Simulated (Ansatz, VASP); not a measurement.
**AgCl: VASP beside Ansatz**

Aim: how closely do two programs agree when they are given the same cell, functional and k mesh? The cell is taken from a series of VASP runs on this material, whose earlier steps may have relaxed, scaled or displaced it; both programs get it as it stands. Valence electrons are named where the data sets of a main pair hold unlike numbers.

Method: plane waves, with VASP 6.6.1 beside it; band structure at HSE06 and band structure at PBE0, in Ansatz 0.2.0.

### Step 1. Set-up

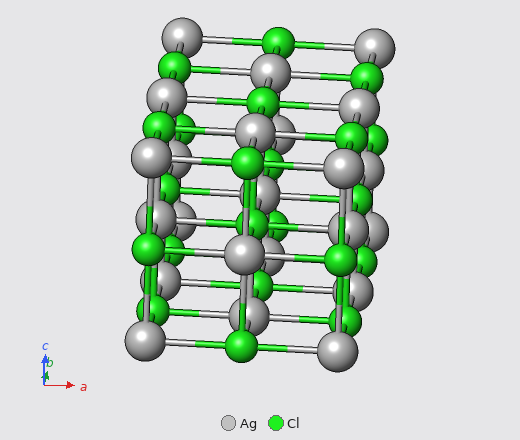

The starting structure, seen slightly off an axis (silver light grey, chlorine green). 1×2×1 cells are drawn. This picture shows the conventional cell, with its axes. Some periodic images of atoms are drawn too.

Structure file:

```xyz
2
Lattice="0.0000 2.7727 2.7727 2.7727 0.0000 2.7727 2.7727 2.7727 0.0000" Properties=species:S:1:pos:R:3 pbc="T T T"
Ag    0.0000    0.0000    0.0000
Cl    2.7727    2.7727    2.7727
```

### Step 2. VASP: band structure, HSE06

Levels along a path test the potential and the projectors away from the mesh points.

Lines of VASP's logs that name or quote its potential files are left out, and so is its time.

The run reads the wave functions of an earlier VASP run, which isn't shown here.

Contents of INCAR:

```
SYSTEM = AgCl
PREC = Accurate
ENCUT = 350
EDIFF = 1E-06
NELM = 100
ISMEAR = 0
SIGMA = 0.03
LREAL = .FALSE.
ALGO = Normal
LHFCALC = .TRUE.
AEXX = 0.25
GGA = PE
HFSCREEN = 0.2
LASPH = .TRUE.
NBANDS = 15
PRECFOCK = Fast
LORBIT = 11
LWAVE = .FALSE.
LCHARG = .FALSE.
KPAR = 4
```

Contents of POSCAR:

```
AgCl
1.0
    0.0000000000      2.7726629968      2.7726629968
    2.7726629968      0.0000000000      2.7726629968
    2.7726629968      2.7726629968      0.0000000000
Ag Cl
1 1
Direct
    0.0000000000      0.0000000000      0.0000000000
    0.5000000000      0.5000000000      0.5000000000
```

Contents of KPOINTS:

```
Automatic mesh
0
Gamma
5 5 5
0 0 0
```

Contents of KPOINTS_OPT:

```
Line mode
10
Line-mode
Reciprocal
  0.00000000   0.00000000   0.00000000 GAMMA
  0.50000000   0.00000000   0.50000000 X

  0.50000000   0.00000000   0.50000000 X
  0.50000000   0.25000000   0.75000000 W

  0.50000000   0.25000000   0.75000000 W
  0.37500000   0.37500000   0.75000000 K

  0.37500000   0.37500000   0.75000000 K
  0.00000000   0.00000000   0.00000000 GAMMA

  0.00000000   0.00000000   0.00000000 GAMMA
  0.50000000   0.50000000   0.50000000 L

  0.50000000   0.50000000   0.50000000 L
  0.62500000   0.25000000   0.62500000 U

  0.62500000   0.25000000   0.62500000 U
  0.50000000   0.25000000   0.75000000 W

  0.50000000   0.25000000   0.75000000 W
  0.50000000   0.50000000   0.50000000 L

  0.50000000   0.50000000   0.50000000 L
  0.37500000   0.37500000   0.75000000 K

  0.62500000   0.25000000   0.62500000 U
  0.50000000   0.00000000   0.50000000 X
```

PAW data sets: Ag and Cl (PBE family, release 64).

Run with:

```console
> mpirun -np 4 vasp_std
```

Numbers of over 12 decimals in the logs are rounded to 6 here.

What it wrote:

```text
[banner, memory and clock lines left out]
running    4 mpi-ranks, on    1 nodes
 distrk:  each k-point on    1 cores,    4 groups
 distr:  one band on    1 cores,    1 groups

 POSCAR found type information on POSCAR AgCl
 POSCAR found :  2 types and       2 ions
 LDA part: xc-table for (Slater+PW92), standard interpolation
 found WAVECAR, reading the header
 POSCAR, INCAR and KPOINTS ok, starting setup
 FFT: planning ... GRIDC
 FFT: planning ... GRID_SOFT
 FFT: planning ... GRID
 reading WAVECAR
 the WAVECAR file was read successfully
 initial charge from wavefunction
 entering main loop
       N       E                     dE             d eps       ncg     rms          rms(c)
DAV:   1    -0.669487097374E+01   -0.66949E+01   -0.11950E+00   314   0.117E+01    0.294E+00
DAV:   2    -0.665904974706E+01    0.35821E-01   -0.13818E-01   321   0.481E+00    0.168E+00
DAV:   3    -0.665059703545E+01    0.84527E-02   -0.31780E-02   328   0.194E+00    0.102E+00
DAV:   4    -0.665042890319E+01    0.16813E-03   -0.28845E-03   321   0.432E-01    0.634E-01
DAV:   5    -0.665038157969E+01    0.47323E-04   -0.24168E-04   342   0.133E-01    0.383E-01
DAV:   6    -0.665034505584E+01    0.36524E-04   -0.21481E-05   314   0.417E-02    0.229E-01
DAV:   7    -0.665033043585E+01    0.14620E-04   -0.73231E-06   307   0.239E-02    0.133E-01
DAV:   8    -0.665032669966E+01    0.37362E-05   -0.36487E-06   314   0.167E-02    0.762E-02
DAV:   9    -0.665032584070E+01    0.85896E-06   -0.12398E-06   234   0.103E-02
   1 F= -.66503258E+01 E0= -.66503258E+01  d E =-.444737E-15
 Start KPOINTS_OPT (optional k-point list driver)
k-point batch [1-10\100]
       N       E                     dE             ncg
DAV:   1     0.792447175916E+03   -0.19995E+04      316
DAV:   2    -0.215515003569E+03   -0.10080E+04      370
DAV:   3    -0.261822623286E+03   -0.46308E+02      363
DAV:   4    -0.262419284146E+03   -0.59666E+00      412
DAV:   5    -0.262424236808E+03   -0.49527E-02      370
DAV:   6    -0.262424292743E+03   -0.55935E-04      370
DAV:   7    -0.262424293627E+03   -0.88377E-06      330
[...]
k-point batch [91-100\100]
       N       E                     dE             ncg
DAV:   1     0.760643587170E+03   -0.47200E+04      316
DAV:   2    -0.235696306224E+03   -0.99634E+03      370
DAV:   3    -0.278495347433E+03   -0.42799E+02      363
DAV:   4    -0.278995876939E+03   -0.50053E+00      398
DAV:   5    -0.279000294041E+03   -0.44171E-02      384
DAV:   6    -0.279000345285E+03   -0.51245E-04      370
DAV:   7    -0.279000346081E+03   -0.79586E-06      298
```

Parts of OUTCAR (step 2):

```text
ion  position               nearest neighbor table
   1  0.000  0.000  0.000-   2 2.77   2 2.77   2 2.77   2 2.77   2 2.77   2 2.77
   2  0.500  0.500  0.500-   1 2.77   1 2.77   1 2.77   1 2.77   1 2.77   1 2.77

  LATTYP: Found a face centered cubic cell.
 ALAT       =     5.5453259936

 Subroutine GETGRP returns: Found 48 space group operations
 (whereof 48 operations were pure point group operations)

The static configuration has the point symmetry O_h .

 Found     10 irreducible k-points:

   k-points           NKPTS =     10   k-points in BZ     NKDIM =    125   number of bands    NBANDS=     15

   dimension x,y,z NGX =    24 NGY =   24 NGZ =   24
   dimension x,y,z NGXF=    48 NGYF=   48 NGZF=   48

   ENCUT  =  350.0 eV  25.72 Ry    5.07 a.u.   5.98  5.98  5.98*2*pi/ulx,y,z

   NELECT =      18.0000    total number of electrons

 k-points in reciprocal lattice and weights: Automatic mesh
   0.00000000  0.00000000  0.00000000       0.008
   0.20000000  0.00000000  0.00000000       0.064
   0.40000000  0.00000000  0.00000000       0.064
   0.20000000  0.20000000  0.00000000       0.048
   0.40000000  0.20000000  0.00000000       0.192
  -0.40000000  0.20000000  0.00000000       0.192
  -0.20000000  0.20000000  0.00000000       0.096
   0.40000000  0.40000000  0.00000000       0.048
  -0.40000000  0.40000000  0.00000000       0.096
  -0.40000000  0.40000000  0.20000000       0.192

  exchange ACFDT corr.  =         0.00000000  see jH, gK, PRB 81, 115126

 average (electrostatic) potential at core
       1 -66.7937       2 -87.5636

 E-fermi :   2.7996

 k-point     1 :       0.0000    0.0000    0.0000
  band No.  band energies     occupation
    ...
      5      -0.0604      2.00000
      6      -0.0604      2.00000
      7       0.5448      2.00000
      8       0.5448      2.00000
      9       0.5448      2.00000
     10       5.1948      0.00000
     11      15.2568      0.00000
     12      15.2568      0.00000
     13      15.2568      0.00000
     14      16.6181      0.00000
    ...

 k-point     2 :       0.2000    0.0000    0.0000
  band No.  band energies     occupation
    ...
      5       0.0600      2.00000
      6       0.0601      2.00000
      7       0.4857      2.00000
      8       1.6455      2.00000
      9       1.6455      2.00000
     10       6.6948      0.00000
     11      12.8168      0.00000
     12      14.2369      0.00000
     13      14.2369      0.00000
     14      16.5906      0.00000
    ...

 k-point     3 :       0.4000    0.0000    0.0000
  band No.  band energies     occupation
    ...
      5       0.2660      2.00000
      6       0.2660      2.00000
      7       0.6902      2.00000
      8       2.6374      2.00000
      9       2.6374      2.00000
     10       8.3139      0.00000
     11      11.3091      0.00000
     12      12.3652      0.00000
     13      12.3652      0.00000
     14      17.5845      0.00000
    ...

  energy-cutoff  :      350.00
  volume of cell :       42.63
      direct lattice vectors                 reciprocal lattice vectors
     0.000000000  2.772662997  2.772662997    -0.180332049  0.180332049  0.180332049
     2.772662997  0.000000000  2.772662997     0.180332049 -0.180332049  0.180332049
     2.772662997  2.772662997  0.000000000     0.180332049  0.180332049 -0.180332049

 POSITION                                       TOTAL-FORCE (eV/Angst)
 -----------------------------------------------------------------------------------
      0.00000      0.00000      0.00000        -0.000000     -0.000000     -0.000000
      2.77266      2.77266      2.77266         0.000000      0.000000      0.000000
 -----------------------------------------------------------------------------------
    total drift:                               -0.000000      0.000000      0.000000

  FREE ENERGIE OF THE ION-ELECTRON SYSTEM (eV)
  ---------------------------------------------------
  free  energy   TOTEN  =        -6.6503258407 eV

  energy  without entropy=       -6.6503258407  energy(sigma->0) =       -6.65032584

 total charge
# of ion       s       p       d       tot
------------------------------------------
    1        0.177   0.131   9.436   9.743
    2        1.592   3.513   0.000   5.105
--------------------------------------------------
tot          1.769   3.644   9.436  14.848

[... 3 further parts left out ...]
```

### Step 3. Ansatz: band structure, HSE06

Ansatz runs on its default PAW (the set named soft_2) files.

The same cell, functional, mesh and smearing now go to Ansatz, which takes its cutoff from its data sets.

Contents of input.yaml:

```yaml
crystal:
  lattice:
    - [0.0, 2.7726629968, 2.7726629968]
    - [2.7726629968, 0.0, 2.7726629968]
    - [2.7726629968, 2.7726629968, 0.0]
  atoms:
    - { symbol: Ag, position: [0.0, 0.0, 0.0] }
    - { symbol: Cl, position: [0.5, 0.5, 0.5] }
hamiltonian:
  xc: { exchange: pbe, correlation: pbe, exx: { coeff: 0.25, omega: 0.2 } }
  pseudopotentials: { kind: paw }
kpoints:
  mp_grid: { grid: [5, 5, 5] }
  band_path:
    path:
      - [0.0, 0.0, 0.0]
      - [0.5, 0.0, 0.5]
      - [0.5, 0.22222, 0.72222]
      - [0.40278, 0.34722, 0.75]
      - [0.125, 0.125, 0.25]
      - [0.27778, 0.27778, 0.27778]
      - [0.5, 0.5, 0.5]
      - [0.55556, 0.38889, 0.55556]
      - [0.58333, 0.25, 0.66667]
      - [0.5, 0.30556, 0.69444]
      - [0.48611, 0.48611, 0.52778]
      - [0.625, 0.25, 0.625]
      - [0.5, 0.0, 0.5]
    npoints: 1
scf:
  occupations: { method: gaussian, width: 0.03 }
  n_extra_bands: 7
output:
  forces: true
  stress: true
  eigenvalues: true
  write_density: true
  write_potential: true
  elf: true
  volumetric_format: npy
```

Run with:

```console
> ansatz run input.yaml --threads 4 --pin off --max-ram 9216MiB --backend cpu --events-out ev --progress --plain --runs-dir out
```

What it wrote:

```text
Warning: output.stress: scf.convergence.dr2_threshold = 1e-7 eV (the SCF's general default) is looser than the 2e-10 eV advised for a printed stress (1e-10 eV for each atom of the cell: 2). What an SCF threshold leaves in a stress goes as its square root, and in the free energy as the threshold itself, and one threshold admits the most on a small cell: [figures from the program's tests cut] Set scf.convergence.dr2_threshold to 2e-10 eV or tighter. The threshold is an SCF's pass mark: one that does not reach it within its budget of iterations ends unconverged, or closes short of it on a stop that the run arms, and scf.convergence.dr2_threshold's page says what that costs each kind of run
Warning: output.stress: scf.exx.energy_threshold = 1e-6 eV is looser than the 2e-8 eV advised for a stress under a hybrid functional (1e-8 eV for each atom of the cell: 2). Every SCF of the exchange loop can meet its threshold on dr2 while the loop round them stops early: no threshold on dr2 bounds what that leaves in the stress. Set scf.exx.energy_threshold to 2e-8 eV or tighter. The threshold is the loop's pass mark: a loop that does not reach it within its budget of cycles ends unconverged, and scf.exx.energy_threshold's page has the law
scf.n_extra_bands = 7 over 13 filled bands (N_el = 26.0): the run solves 20 bands
Engine: ansatz 0.2.0, x86_64-unknown-linux-gnu
Pseudopotentials: kind: paw
Pseudopotential: Ag, paw, valence charge 19, recommended cutoff 420 eV (normal), Ag.paw.azcp
Pseudopotential: Cl, paw, valence charge 7, recommended cutoff 420 eV (normal), Cl.paw.azcp
Functional definition: unnamed
  parameter a_1 = 0.25
  parameter omega_1 = 0.2/angstrom
  exchange = pbe_x + (-a_1)*pbe_x_sr(omega_1) + a_1*exact_x_sr(omega_1)
  correlation = pbe_c
Crystal: 2 atoms, lattice volume = 42.631 Å³
Basis set: ecut = 420 eV, 869 PW (Γ), exchange–correlation on 54×54×54 points (8 copies of the dense FFT grid, shifted against one another)
Bands: 20, of which v1, the nominal top of the filled ones, is band 13 counted from 1 (12 counted from 0)
Symmetry: 48 space group operations
Space group: Fm-3m (ITA 225), of the structure as read, at distance tolerance 3.5e-5 Å
k-points: 10 of 125
Non-local potential: Ag, projectors of the file, l = 0: 3, l = 1: 2, l = 2: 2, l = 3: 1
Non-local potential: Cl, projectors of the file, l = 0: 2, l = 1: 2, l = 2: 2
PAW form: soft (Blöchl's): semilocal exchange-correlation on the pseudo side does not see the compensation charge
PAW frozen core: Ag, regenerated for the run's functional, and the local potential with it (the file was generated under x = pbe(κ = 0.804, μ = 0.219515), c = pbe(β = 0.066725))
PAW frozen core: Cl, regenerated for the run's functional, and the local potential with it (the file was generated under x = pbe(κ = 0.804, μ = 0.219515), c = pbe(β = 0.066725))
PAW one-centre angular grid: Ag, 590 points (default); XC on 96 Gauss nodes
PAW one-centre angular grid: Cl, 110 points (default); XC on 64 Gauss nodes
Initial density: superposition of atomic densities (neutral atoms: chi_scale 0, normalization atom), corrected by the library's trained network
Initial wavefunctions: pseudopotential atomic-orbital guess
Functional: x = pbe(κ = 0.804, μ = 0.219515), c = pbe(β = 0.066725), warm-up for x = pbe(κ = 0.804, μ = 0.219515) + 0.25 (exact − pbe) at short range (hse, ω = 0.2 Å⁻¹), c = pbe(β = 0.066725)
SCF iter   1: F=—  HF=-8670.887855 eV  |F-HF|=—  |Δ(HF+E_count)|=         —  Δρ=1.73e-3  dr2=9.66e-4  ethr=1.77e-3  ⟨swp⟩=9.7  Hψ=938  notcnv=0
preconditioner: auto → none  [insulator: Δε(μ)=1.037 eV  Ē_g=13.653 eV  σ=0.030 eV  W_gap=1.00  n_scr=14 (ndim 8)  ℏωp=24.1 eV  f_vac=0.036  D(μ)=0.00/eV (n_scr^D=0)]
SCF iter   2: F=—  HF=-8670.887766 eV  |F-HF|=—  |Δ(HF+E_count)|=   8.93e-5  Δρ=6.52e-4  dr2=1.79e-4  ethr=3.72e-6  ⟨swp⟩=3.7  Hψ=533  notcnv=0  defer=2
iter 3 solved again at ethr=1.15e-8 eV; its pass at ethr=6.88e-7 eV (dr2=3.00e-6 eV) is discarded
SCF iter   3: F=-8670.887731 eV  HF=-8670.887721 eV  |F-HF|=9.97e-6  |Δ(HF+E_count)|=   4.54e-5  Δρ=1.39e-4  dr2=3.04e-6  ethr=1.15e-8  ⟨swp⟩=2.2  Hψ=720  notcnv=0
SCF 1 stopped early in 3 iterations: F = -8670.887731 eV  dr2 = 3.04e-6
  greatest PAW one-centre occupation: 1.000 electrons in one spin orbital (limit 2), on the Ag atom at site 0 (counted from 0), in its partial waves of l = 0
Initial density: handed on by an earlier stage of this run
Initial wavefunctions: those handed on with the density
Functional: x = pbe(κ = 0.804, μ = 0.219515) + 0.25 (exact − pbe) at short range (hse, ω = 0.2 Å⁻¹), c = pbe(β = 0.066725)
Exchange kernel: α = 0.2500, screened, ω = 0.2000 Å⁻¹, Wigner–Seitz truncation, v(0) = 1125.3381 eV·Å³, q-mesh 5×5×5, nearest image of the exchange supercell L = 19.61 Å, pair-density grid 15×15×15, without the augmentation charges, whose exchange is taken in its separable form by FFT convolution over the k-point mesh (sized by the pseudopotential files, 24×24×24 at the most), smooth part of the exact exchange by density-matrix convolution
Frozen-core exchange: fock
SCF iter   1: F=—  HF=-8675.066240 eV  |F-HF|=—  |Δ(HF+E_count)|=         —  Δρ=9.61e-3  dr2=4.11e-2  ethr=1.17e-7  ⟨swp⟩=7.8  Hψ=1009  notcnv=0
preconditioner: auto → none  [insulator: Δε(μ)=2.595 eV  Ē_g=15.883 eV  σ=0.030 eV  W_gap=1.00  n_scr=14 (ndim 8)  ℏωp=24.1 eV  f_vac=0.036  D(μ)=0.00/eV (n_scr^D=0)]
SCF iter   2: F=—  HF=-8675.055663 eV  |F-HF|=—  |Δ(HF+E_count)|=   1.06e-2  Δρ=3.92e-3  dr2=4.53e-3  ethr=1.17e-7  ⟨swp⟩=5.1  Hψ=742  notcnv=0
SCF iter   3: F=—  HF=-8675.062120 eV  |F-HF|=—  |Δ(HF+E_count)|=   6.46e-3  Δρ=2.08e-3  dr2=1.38e-3  ethr=1.17e-7  ⟨swp⟩=4.9  Hψ=636  notcnv=0
SCF iter   4: F=—  HF=-8675.061851 eV  |F-HF|=—  |Δ(HF+E_count)|=   2.69e-4  Δρ=8.60e-4  dr2=1.86e-4  ethr=1.17e-7  ⟨swp⟩=4.0  Hψ=500  notcnv=0
SCF iter   5: F=—  HF=-8675.062055 eV  |F-HF|=—  |Δ(HF+E_count)|=   2.03e-4  Δρ=3.56e-4  dr2=4.99e-5  ethr=1.17e-7  ⟨swp⟩=3.5  Hψ=441  notcnv=0  defer=1
SCF iter   6: F=-8675.062040 eV  HF=-8675.062040 eV  |F-HF|=2.02e-7  |Δ(HF+E_count)|=   1.43e-5  Δρ=2.93e-5  dr2=2.22e-6  ethr=1.17e-7  ⟨swp⟩=3.0  Hψ=414  notcnv=0
SCF 2 stopped early in 6 iterations: F = -8675.062040 eV  dr2 = 2.22e-6
  greatest PAW one-centre occupation: 1.001 electrons in one spin orbital (limit 2), on the Ag atom at site 0 (counted from 0), in its partial waves of l = 1
hybrid outer 1: dexx = +8.804e-3 eV, tail = 1.65e-5 eV
Exchange kernel: α = 0.2500, screened, ω = 0.2000 Å⁻¹, Wigner–Seitz truncation, v(0) = 1125.3381 eV·Å³, q-mesh 5×5×5, nearest image of the exchange supercell L = 19.61 Å, pair-density grid 15×15×15, without the augmentation charges, whose exchange is taken in its separable form by FFT convolution over the k-point mesh (sized by the pseudopotential files, 24×24×24 at the most), smooth part of the exact exchange by density-matrix convolution
Frozen-core exchange: fock
SCF iter   1: F=—  HF=-8675.062090 eV  |F-HF|=—  |Δ(HF+E_count)|=         —  Δρ=4.91e-5  dr2=2.74e-7  ethr=3.18e-7  ⟨swp⟩=5.0  Hψ=535  notcnv=0
preconditioner: auto → none  [insulator: Δε(μ)=2.584 eV  Ē_g=15.788 eV  σ=0.030 eV  W_gap=1.00  n_scr=14 (ndim 8)  ℏωp=24.1 eV  f_vac=0.039  D(μ)=0.00/eV (n_scr^D=0)]
SCF iter   2: F=—  HF=-8675.062090 eV  |F-HF|=—  |Δ(HF+E_count)|=   3.43e-8  Δρ=1.75e-5  dr2=5.07e-8  ethr=1.02e-9  ⟨swp⟩=3.0  Hψ=410  notcnv=0
SCF iter   3: F=-8675.062090 eV  HF=-8675.062090 eV  |F-HF|=2.00e-9  |Δ(HF+E_count)|=   1.65e-8  Δρ=2.56e-6  dr2=9.07e-9  ethr=1.62e-10  ⟨swp⟩=3.0  Hψ=380  notcnv=0
SCF 3 converged in 3 iterations: F = -8675.062090 eV  dr2 = 9.07e-9
  Residual-converged pass: ⟨swp⟩=3.0  Hψ=356  notcnv=0  max |occ|·‖R‖ = 2.4e-6 eV (tolerance 2.4e-6 eV)  dr2=9.07e-9  dr2_onsite=4.33e-10  max |Δocc| = 0.0e0
hybrid outer 2: dexx = +1.925e-7 eV, tail = 3.21e-8 eV, Δε = 1.61e-3 eV (about 7.27e-5 eV left of the loop's levels)
NSCF: frozen V_eff on 13 k-points
hybrid SCF converged: 2 outer / 9 inner (+3 warm-up), last move |dexx| = 1.93e-7 eV, tail = 3.21e-8 eV
Stability not checked: this state was not tested for a lower state beside it, because the functional holds exact exchange (a hybrid, or Hartree-Fock), whose exchange loop this test does not read (fock_operator; see scf.lower_state_search)
Free energy (F): -8675.062090 eV
Frozen-core exchange: fock
Harris-Foulkes:  -8675.062090 eV  (|F-HF|=2.00e-9)
Internal energy: -8675.062090 eV  (E = F + TS)
E sigma→0 (E₀):  -8675.062090 eV
Fermi energy:    8.209964 eV
--- Per-component energies (eV) ---
  E_band       = -417.025415
  E_kinetic    = 690.803382
  E_local      = -3217.036845  (includes V_loc(G=0)·N_el)
  E_nonlocal   = 114.054677
  E_hartree    = 1415.157745
  E_xc         = -231.659294
  E_vxc        = -280.755509  (∫ρ·V_xc dr)
  E_exx        = -96.055432  (= α·E_x^exact, valence–valence)
  E_paw        = -4532.636353  (= ΣΔE_a)
  E_vpaw       = -362.299840  (= ΣTr[D̂ρ^β])
  E_aug_tail   = 0.000410  (compensation charges beyond the density's cutoff)
  E_ewald      = -2817.000242
  E_core_change = -0.690136  (= ΣΔE_core)
  E_smearing   = -0.000000  (= −TS)
  E_closure    = -0.000001  (closes the sum)
  Σ components = -8675.062090   (vs F -8675.062090, Δ=0.00e0)
--- Forces (eV/Å), atoms counted from 1 ---
  atom   1  Ag     0.00000000    -0.00000000     0.00000000
  atom   2  Cl     0.00000000    -0.00000000     0.00000000
  max |Σ_I F_I| component: 7.36e-30 eV/Å
--- Stress (GPa, compression-positive) ---
        1.427055      -0.000000      -0.000000
       -0.000000       1.427055      -0.000000
        0.000000       0.000000       1.427055
  P = ⅓ Tr σ = 1.4271 GPa (14.271 kbar)
--- Band table (eV; the first three rows and the last of 10) ---
  k-point 0: bands = [... 9 lower, 4.2021, 4.8398, 4.8398, 4.8398, 9.5012, 19.4392, 19.4392, 19.4392, ... 3 higher]
  k-point 1: bands = [... 9 lower, 4.3232, 4.7593, 5.9281, 5.9281, 10.9992, 17.0772, 18.4666, 18.4666, ... 3 higher]
  k-point 2: bands = [... 9 lower, 4.5283, 4.9594, 6.9178, 6.9178, 12.6114, 15.6061, 16.6168, 16.6168, ... 3 higher]
  k-point 9: bands = [... 9 lower, 4.5705, 4.9191, 5.0599, 6.0892, 12.9703, 15.6464, 16.3790, 17.8404, ... 3 higher]
```

It took 19 s on 4 threads of Intel Xeon Platinum 8488C (Sapphire Rapids), shared host; peak memory 0.92 GiB.

Reading the cycles: dr2 is the Hartree energy of the density residual (eV), the measure of convergence; HF is the Harris–Foulkes estimate of the energy, which meets the free energy F at convergence.

(Continued in part 2 of 2.)

[Lines on the potential files, build, host, timing and source positions are cut from VASP's logs without a mark.]

[Logs are printed without paths, hosts, clocks, repeated set-up lines and the standing remarks that a program may print on its own settings, such as how far it seeks lower states.]

[Hosts, paths, dates, database ids (printed as entryN), source tags and the programs' standing remarks are cut or masked in the printed files.]
